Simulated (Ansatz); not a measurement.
# Geometry relaxation of Ge₂H₆Cl₂O (part 2 of 2)

Ge₂H₆Cl₂O; RHF/def2-SVP (Ansatz 0.2.0). The input holds or restrains some coordinates. It belongs to a series of runs on one base structure; here: pulled along the bonds that form and break, towards end B.

Geometry of the input (Å):
```
Ge 0.0000  0.0000  0.0000
H  0.0000  0.0000  1.9000
Ge 2.2632  0.0000  -0.7992
H  2.7487  -1.4611  -0.9782
H  2.3309  0.7367  -2.1612
H  3.1736  0.7244  0.2250
Cl -1.0456  1.8115  -0.7393
Cl -1.0456  -1.8115  -0.7393
O  -1.9644  0.0000  0.6527
H  -2.5095  -0.6297  0.0813
H  -0.9937  0.0000  1.8011
```

Trajectory as extended XYZ (Å, eV, eV/Å), 10 of the 19 frames kept, from step=1 to step=19:
```
11
Properties=species:S:1:pos:R:3:forces:R:3 step=1 energy=-140059.63307
Ge    0.0000    0.0000    0.0000   -5.5802   0.5787  -0.0170
H     0.0000    0.0000    1.9000   -1.0550   0.1190  -0.2863
Ge    2.2632    0.0000   -0.7992    1.6469  -0.0668  -0.1588
H     2.7487   -1.4611   -0.9782   -0.2596   0.3371   0.1275
H     2.3309    0.7367   -2.1612   -0.3157  -0.1788   0.4217
H     3.1736    0.7244    0.2250   -0.2791  -0.1404  -0.1965
Cl   -1.0456    1.8115   -0.7393    2.1280   1.2581  -1.2323
Cl   -1.0456   -1.8115   -0.7393    2.3062  -2.1562  -1.8073
O    -1.9644    0.0000    0.6527   -0.3270  -1.4040   1.6855
H    -2.5095   -0.6297    0.0813    1.3768   2.1193   2.6023
H    -0.9937    0.0000    1.8011    0.3586  -0.4660  -1.1388
11
Properties=species:S:1:pos:R:3:forces:R:3 step=3 energy=-140061.61221
Ge   -0.2584    0.0054   -0.2770   -2.5060   0.0407   0.8790
H    -0.0578    0.0001    2.2304    2.9166   0.0390   0.9996
Ge    2.2731   -0.0016   -0.7927   -0.2656  -0.0367   0.1148
H     2.7410   -1.4550   -0.9737   -0.2179   0.1386   0.1202
H     2.3223    0.7324   -2.1506   -0.1807  -0.1113   0.2739
H     3.1649    0.7227    0.2240   -0.2873  -0.0245   0.0338
Cl   -1.0028    1.8941   -0.8060    1.1475   2.6911  -1.9514
Cl   -0.9976   -1.9099   -0.8195    1.1736  -2.8524  -2.2322
O    -1.9847    0.0164    0.4712    1.3527   0.9011   2.2137
H    -2.5175   -0.6328    0.0797   -0.5445  -0.7764  -0.0911
H    -0.7250   -0.0016    2.0570   -2.5883  -0.0091  -0.3602
11
Properties=species:S:1:pos:R:3:forces:R:3 step=5 energy=-140063.62025
Ge   -0.4206    0.0271   -0.3725   -0.3425  -0.0385  -0.0298
H     0.0659    0.0052    2.3449    1.3570   0.0380   0.3723
Ge    2.1473   -0.0067   -0.7538   -0.2371   0.0018   0.1748
H     2.6509   -1.4459   -0.9256   -0.2630   0.0389   0.1431
H     2.2514    0.7201   -2.1035   -0.2094  -0.0478   0.1167
H     3.0402    0.7198    0.2634   -0.3534  -0.0001   0.0889
Cl   -0.8137    2.0643   -1.0820    0.2694  -0.0512  -0.6499
Cl   -0.8465   -2.0350   -1.1153    0.2115   0.1376  -0.7810
O    -1.9583    0.0108    0.5186    0.7513   0.1025   0.2920
H    -2.5108   -0.6804    0.1861   -0.0771  -0.1670   0.1958
H    -0.6483   -0.0088    2.2826   -1.1067  -0.0142   0.0773
11
Properties=species:S:1:pos:R:3:forces:R:3 step=7 energy=-140064.34392
Ge   -0.4486    0.0481   -0.4554   -0.6759  -0.0854  -0.2719
H     0.2684   -0.0079    2.2121    0.9887   0.0275   0.2783
Ge    2.0488   -0.0065   -0.6462   -0.0249  -0.0014   0.1354
H     2.5193   -1.4603   -0.7523   -0.1264   0.0535   0.1115
H     2.2092    0.6966   -2.0002   -0.0498  -0.0632   0.0963
H     2.8449    0.7391    0.4324   -0.2347  -0.0166   0.0131
Cl   -0.8414    1.9915   -1.3887    0.0251  -0.3288  -0.2804
Cl   -0.9018   -1.8852   -1.4719    0.0471   0.5119  -0.2912
O    -1.8675    0.0177    0.6088    0.5936  -0.3277  -0.2040
H    -2.4229   -0.7287    0.4036    0.1241   0.2401   0.1632
H    -0.4507   -0.0342    2.3008   -0.6670  -0.0100   0.2496
11
Properties=species:S:1:pos:R:3:forces:R:3 step=9 energy=-140064.74058
Ge   -0.4964    0.0256   -0.5210   -0.4835  -0.0804  -0.3970
H     0.4925    0.0453    2.0676    1.3101   0.1230   0.0482
Ge    1.9746   -0.0159   -0.5481   -0.0326  -0.0031   0.0468
H     2.4274   -1.4764   -0.5498   -0.0325   0.0186   0.0764
H     2.2543    0.6342   -1.9068    0.0021  -0.0477   0.0617
H     2.6505    0.7713    0.5782   -0.1439  -0.0222  -0.0245
Cl   -0.9717    1.8887   -1.5485   -0.0521  -0.1699  -0.0063
Cl   -1.0063   -1.6954   -1.7988    0.0140   0.2970   0.0011
O    -1.7392   -0.1110    0.7269    0.1268  -0.3974  -0.5655
H    -2.4469   -0.6877    0.4405    0.2901   0.3624   0.2375
H    -0.1813   -0.0084    2.3028   -0.9985  -0.0805   0.5218
11
Properties=species:S:1:pos:R:3:forces:R:3 step=11 energy=-140064.88025
Ge   -0.5110   -0.0050   -0.5882   -0.4989  -0.1019  -0.1923
H     0.5593    0.2527    1.9514    1.4131   0.4178  -0.1649
Ge    1.9358   -0.0748   -0.5181    0.0177  -0.0229  -0.0150
H     2.3812   -1.5223   -0.3051   -0.0167   0.0254   0.0295
H     2.3360    0.4221   -1.9091    0.0089  -0.0371   0.0275
H     2.4940    0.8424    0.5682   -0.0176  -0.0022  -0.0319
Cl   -1.0817    1.9400   -1.3673   -0.0080  -0.0411   0.0598
Cl   -1.0909   -1.4605   -2.1084   -0.0047   0.0531   0.0180
O    -1.5991   -0.3563    0.7549    0.1701  -0.0851  -0.5241
H    -2.4140   -0.7629    0.4876    0.0483   0.0772   0.0355
H    -0.0519    0.0950    2.2770   -1.1120  -0.2832   0.7580
11
Properties=species:S:1:pos:R:3:forces:R:3 step=13 energy=-140064.90453
Ge   -0.5086   -0.0131   -0.5892   -0.4470  -0.1200  -0.1678
H     0.5428    0.3451    1.9453    1.3790   0.5232  -0.1686
Ge    1.9365   -0.0971   -0.5204    0.0116  -0.0226  -0.0134
H     2.3748   -1.5400   -0.2677   -0.0127   0.0174   0.0233
H     2.3455    0.3625   -1.9212    0.0105  -0.0329   0.0191
H     2.4946    0.8460    0.5434   -0.0133  -0.0041  -0.0249
Cl   -1.0942    1.9610   -1.2731   -0.0046  -0.0272   0.0556
Cl   -1.1009   -1.3960   -2.1683   -0.0114   0.0326   0.0020
O    -1.5728   -0.4341    0.7516    0.1556  -0.0580  -0.4979
H    -2.4000   -0.8094    0.4784    0.0263   0.0457   0.0344
H    -0.0599    0.1455    2.2641   -1.0939  -0.3540   0.7380
11
Properties=species:S:1:pos:R:3:forces:R:3 step=15 energy=-140064.96864
Ge   -0.5048   -0.0421   -0.5906   -0.3691  -0.1468  -0.2095
H     0.4905    0.5831    1.9223    0.9465   0.6727  -0.0216
Ge    1.9382   -0.1459   -0.5231    0.0142  -0.0203  -0.0131
H     2.3631   -1.5783   -0.2013   -0.0052   0.0024   0.0178
H     2.3741    0.2486   -1.9352   -0.0019  -0.0260   0.0128
H     2.4895    0.8403    0.5044   -0.0052  -0.0122  -0.0184
Cl   -1.1264    1.9841   -1.0644    0.0129  -0.0931   0.0673
Cl   -1.1168   -1.2608   -2.2987   -0.0044   0.0832   0.1128
O    -1.5082   -0.6119    0.7419    0.0425  -0.0155  -0.5794
H    -2.3815   -0.8721    0.4743    0.0910   0.0037   0.0963
H    -0.0602    0.2253    2.2134   -0.7211  -0.4482   0.5351
11
Properties=species:S:1:pos:R:3:forces:R:3 step=17 energy=-140065.00316
Ge   -0.4723   -0.0483   -0.6054   -0.4049  -0.3038  -0.1115
H     0.2754    0.9138    1.8733    0.9838   1.1363  -0.0908
Ge    1.9601   -0.2230   -0.5441   -0.0420  -0.0019   0.0146
H     2.3205   -1.6555   -0.1559    0.0383  -0.0126   0.0031
H     2.4246    0.1008   -1.9628    0.0354  -0.0169  -0.0123
H     2.5206    0.7868    0.4527    0.0359  -0.0058   0.0167
Cl   -1.1154    2.0130   -0.7626   -0.0364  -0.0392   0.0232
Cl   -1.1595   -1.0108   -2.4322   -0.0286   0.0194   0.0209
O    -1.3495   -0.8405    0.6966   -0.2957  -0.1120  -0.3009
H    -2.2671   -1.0792    0.5876    0.4687   0.1803  -0.1362
H    -0.1797    0.4133    2.0957   -0.7544  -0.8437   0.5732
11
Properties=species:S:1:pos:R:3:forces:R:3 step=19 energy=-140065.01489
Ge   -0.4757   -0.0454   -0.5999   -0.1925  -0.2648  -0.1122
H     0.2544    0.9569    1.8679    0.9831   1.2152  -0.1254
Ge    1.9642   -0.2322   -0.5440   -0.0707   0.0085  -0.0024
H     2.3212   -1.6680   -0.1618    0.0089  -0.0089   0.0036
H     2.4411    0.0906   -1.9593    0.0185  -0.0067  -0.0056
H     2.5334    0.7659    0.4607    0.0184  -0.0018   0.0062
Cl   -1.1394    2.0087   -0.7358   -0.0191  -0.0075   0.0162
Cl   -1.1926   -0.9938   -2.4202   -0.0201  -0.0070  -0.0042
O    -1.3355   -0.8501    0.7050   -0.0213  -0.0180  -0.3400
H    -2.2351   -1.1004    0.5420    0.0571   0.0212  -0.0393
H    -0.1783    0.4382    2.0883   -0.7623  -0.9301   0.6031
```

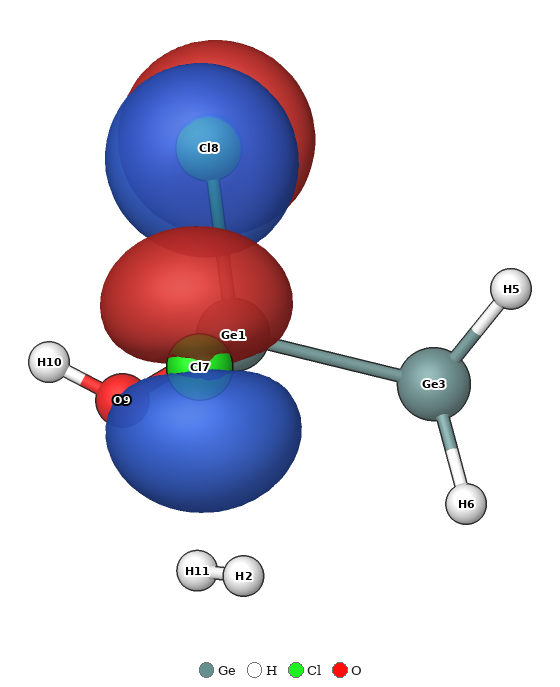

Figure 1. One frontier orbital at ±0.1 Å⁻³ᐟ² (red and blue are the two phases), seen face on. The HOMO−1, at −12.18 eV.

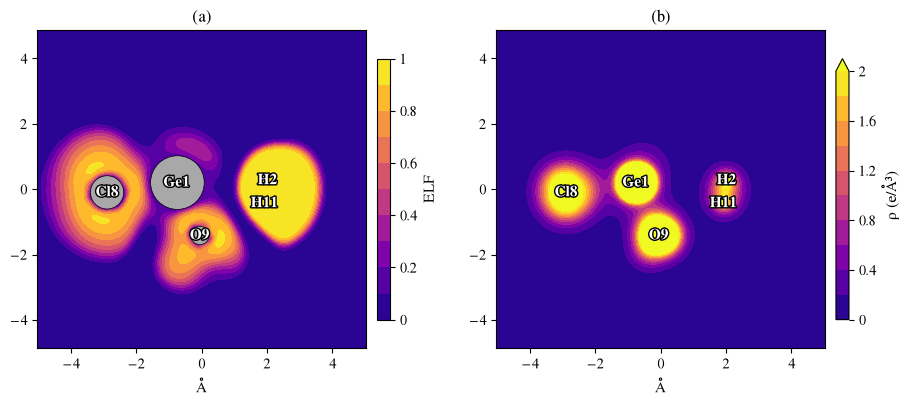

Figure 2. (a) electron localisation function; (b) total electron density on the plane of atoms Cl8, Ge1 and O9. Grey discs, where drawn, cover atomic cores. Ge–O (1.76 Å): ρ at the midpoint is about 0.99 e/Å³; the ELF peaks at about 0.85 in the valence shell of O, 0.6 Å from its nucleus, and is about 0.35 at the midpoint. Ge–Cl (2.17 Å): ρ is about 0.71 e/Å³ halfway, with its minimum of 0.63 e/Å³ about 1.0 Å from Ge; the ELF peaks at about 0.85 in the valence shell of Cl, 0.9 Å from its nucleus, and is about 0.70 at the midpoint.

Key numbers:

| quantity | value |
| --- | --- |
| outcome | converged under the restraints of the input |
| total energy | −140065.0149 eV |
| mean-field energy | −140065.0149 eV |
| largest force (length of the vector) at the end, held atoms and coordinates included | 1.568 eV/Å |
| wall time | 46 s (CPU time 2.8 min) |
| peak memory | 0.44 GiB |
